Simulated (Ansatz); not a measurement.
```yaml
atoms:
  - { symbol: B, position_ang: [-1.1272, -0.8703, -0.4599] }
  - { symbol: Cl, position_ang: [-0.2652, -2.5611, -0.7522] }
  - { symbol: F, position_ang: [-1.7988, -0.9389, 0.7695] }
  - { symbol: N, position_ang: [-0.4342, 0.3638, -0.9252] }
  - { symbol: O, position_ang: [-1.7217, -0.2278, -1.5596] }
  - { symbol: H, position_ang: [-0.8111, 1.1406, -0.3692] }
```

Geometry: B3LYP-D3(BJ)/def2-SVPD.

All numbers below come from Ansatz, isolated molecule in a Gaussian basis; Kohn-Sham density functional theory, functional PBE0.

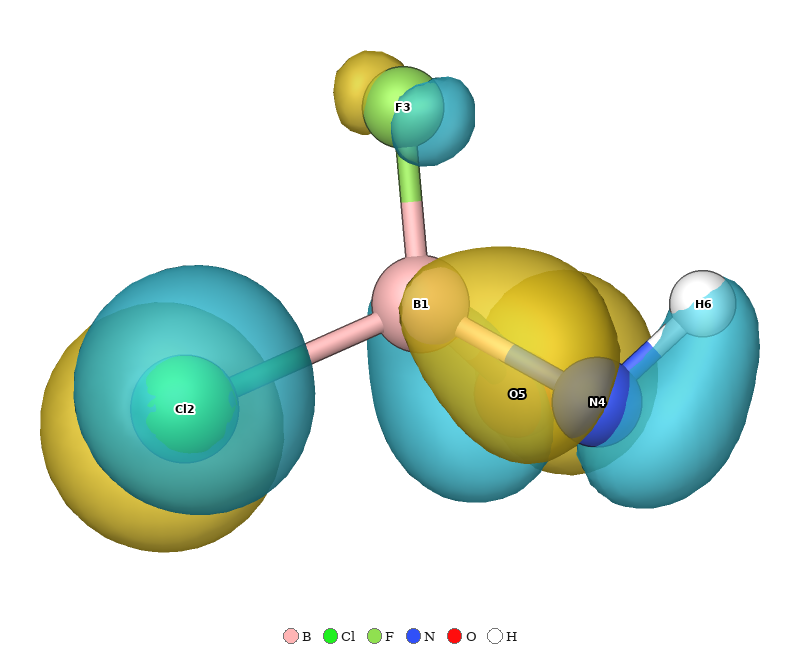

BClFHNO (charge −1). The HOMO−1 at ±0.15 Å⁻³ᐟ² (yellow and cyan are the two phases), seen across its widest extent.

### Where does this orbital lie, and at what energy?

By Hirshfeld shares it lies mainly on Cl2 (about 40 %), O5 (about 25 %), N4 (about 20 %) and B1 (about 10 %); largely a combination of lone pairs on Cl2, O5 and N4. Its energy is −3.05 eV.
